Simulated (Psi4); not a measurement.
# MP2/def2-SVP (density fitting, density fitting for correlation, sweep point 4) run of BH3Cl− (SMILES [H][B-]([H])([H])Cl)

Aim: the vertical ionisation energy of BH3Cl− at MP2/def2-SVP (density fitting, density fitting for correlation, sweep point 4), from 2 runs. 

Program for the calculation: Psi4 1.11.

4 further runs of the same task are left out: 4 set aside as unsound or not needed.

**1. The molecule**

The species is BH3Cl− (5 atoms), meant as a singlet with charge -1. SMILES: `[H][B-]([H])([H])Cl`. The coordinates come from a GFN2-xTB relaxation.

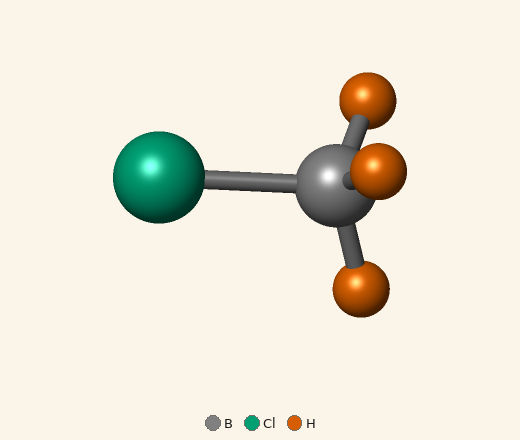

Viewed from a chosen angle; boron grey, chlorine teal, hydrogen orange.

**2. The energy at MP2/def2-SVP (density fitting, density fitting for correlation, sweep point 4)**

The input, job.in:

```
memory 1600 mb

molecule {
  -1 1
  B     -0.00241885     0.00308025    -0.31560316
  Cl     0.02570028    -0.03994881     3.22638610
  H      2.17753141     0.02150508    -0.98689057
  H     -1.10858893     1.90049756    -0.93919388
  H     -1.09222391    -1.88515299    -0.98469849
  units au
  symmetry c1
}

set {
  reference       rhf
  puream          true
  scf_type        df
  num_frozen_docc 6
  d_convergence   1e-05
  e_convergence   1e-05
}

energy('mp2/def2-SVP')
```

Command:

```sh
$ psi4 job.in job.out -n 1
```

job.out, shortened:

```text
[...]
  Running in c1 symmetry.
[...]
  Nuclear repulsion =   42.139721504774762
[...]
  Multiplicity = 1
[...]
  Nalpha       = 13
  Nbeta        = 13
[...]
    Number of basis functions: 47
[...]
   @DF-RHF iter   1:  -485.76081367837099   -5.73321e-01   4.88141e-03 DIIS/ADIIS
[...]
   @DF-RHF iter   6:  -485.80043997001945   -3.95364e-07   2.42122e-06 DIIS
[...]
    Orbital Energies [Eh]
    ---------------------
    Doubly Occupied:
       1A   -104.510750     2A    -10.274462     3A     -7.749208
       4A     -7.747355     5A     -7.747355     6A     -7.348328
       7A     -0.821040     8A     -0.457276     9A     -0.268150
      10A     -0.267956    11A     -0.242401    12A     -0.167065
      13A     -0.166944
[...]
  @DF-RHF Final Energy:  -485.80043997001945
   => Energetics <=
    Nuclear Repulsion Energy =             42.1397215047747622
    One-Electron Energy =                -760.3440642099060369
    Two-Electron Energy =                 232.4039027351117852
    Total Energy =                       -485.8004399700194540
[...]
 Multipole Moments:
 ------------------------------------------------------------------------------------
     Multipole            Electronic (a.u.)      Nuclear  (a.u.)        Total (a.u.)
 ------------------------------------------------------------------------------------
 L = 1.  Multiply by 2.5417464519 to convert [e a0] to [Debye]
 Dipole X            :          0.0419032           -0.0314238            0.0104794
 Dipole Y            :         -0.0665848            0.0495856           -0.0169992
 Dipole Z            :          5.2005351           -3.9317361            1.2687990
 Magnitude           :                                                    1.2689561
[...]
```

Run time: 4.5 s. Hardware: 1 thread of AMD EPYC 7R43 (Zen 3), shared host; peak memory 0.18 GiB.

**3. Doublet neutral BH3Cl**

The input, input.in:

```
memory 1600 mb

molecule system {
  0 2
  B     -0.00241885     0.00308025    -0.31560316
  Cl     0.02570028    -0.03994881     3.22638610
  H      2.17753141     0.02150508    -0.98689057
  H     -1.10858893     1.90049756    -0.93919388
  H     -1.09222391    -1.88515299    -0.98469849
  units bohr
  symmetry c1
}

set basis def2-SVP
set reference uhf
set puream true
set scf_type df
set num_frozen_docc 6
set d_convergence 1e-05
set e_convergence 1e-05
set maxiter 150

result = energy('mp2')
print_variables()
```

Command:

```sh
$ psi4 input.in input.out -n 1
```

input.out, shortened:

```text
[...]
  Running in c1 symmetry.
[...]
  Nuclear repulsion =   42.139721504774762
[...]
  Multiplicity = 2
[...]
  Nalpha       = 13
  Nbeta        = 12
[...]
    Number of basis functions: 47
[...]
   @DF-UHF iter   1:  -485.63813988617801   -4.50647e-01   3.42870e-03 DIIS/ADIIS
[...]
   @DF-UHF iter  11:  -485.66850562326368   -4.29097e-06   9.63133e-06 DIIS
[...]
   @S^2 Observed:                7.622991795E-01
[...]
    Orbital Energies [Eh]
    ---------------------
    Alpha Occupied:
       1A   -104.906575     2A    -10.668010     3A     -8.158200
       4A     -8.137305     5A     -8.135451     6A     -7.588762
       7A     -1.205489     8A     -0.733279     9A     -0.632256
      10A     -0.575186    11A     -0.553156    12A     -0.471538
      13A     -0.441485
    Alpha Virtual:
      14A      0.210005    15A      0.265776    16A      0.271263
      17A      0.313074    18A      0.383980    19A      0.423165
      20A      0.432769    21A      0.454690    22A      0.766384
      23A      0.778599    24A      0.792658    25A      0.893024
[...]
  @DF-UHF Final Energy:  -485.66850562326368
   => Energetics <=
    Nuclear Repulsion Energy =             42.1397215047747622
    One-Electron Energy =                -752.0997803031527837
    Two-Electron Energy =                 224.2915531751143021
    Total Energy =                       -485.6685056232636839
  UHF NO Occupations:
  HONO-2 :   11  A 1.9976967
  HONO-1 :   12  A 1.9968483
[...]
 Multipole Moments:
 ------------------------------------------------------------------------------------
     Multipole            Electronic (a.u.)      Nuclear  (a.u.)        Total (a.u.)
 ------------------------------------------------------------------------------------
 L = 1.  Multiply by 2.5417464519 to convert [e a0] to [Debye]
 Dipole X            :          0.0210146           -0.0314238           -0.0104092
 Dipole Y            :          0.0515710            0.0495856            0.1011566
 Dipole Z            :          4.8894654           -3.9317361            0.9577293
 Magnitude           :                                                    0.9631128
[...]
```

It took 5.7 s on 1 thread of AMD EPYC 7R43 (Zen 3), shared host; peak memory 0.18 GiB.

**4. Summary of results**

Level: MP2/def2-SVP (density fitting, density fitting for correlation, sweep point 4), 6 core orbitals frozen.

| quantity | value |
| --- | --- |
| singlet BH3Cl−: total energy | -486.05194 Eh |
| singlet BH3Cl−: HOMO energy (Hartree–Fock orbitals) | -4.54 eV |
| singlet BH3Cl−: LUMO energy (Hartree–Fock orbitals) | 11.91 eV |
| singlet BH3Cl−: HOMO–LUMO gap (to an unbound level, set by the basis) | 16.46 eV |
| singlet BH3Cl−: correlation energy (6 core orbitals frozen) | -251.5 mEh |
| doublet neutral BH3Cl: total energy | -485.90217 Eh |
| doublet neutral BH3Cl: HOMO energy (Hartree–Fock orbitals) (highest over α and β) | -11.64 eV |
| doublet neutral BH3Cl: LUMO energy (Hartree–Fock orbitals) (lowest over α and β) | -2.53 eV |
| doublet neutral BH3Cl: correlation energy (6 core orbitals frozen) | -233.7 mEh |
| doublet neutral BH3Cl: ⟨S²⟩ of the reference determinant | 0.762 |
| vertical detachment energy (to the doublet neutral) | 4.075 eV |

The vertical ionisation energy comes to 4.08 eV (393 kJ/mol).
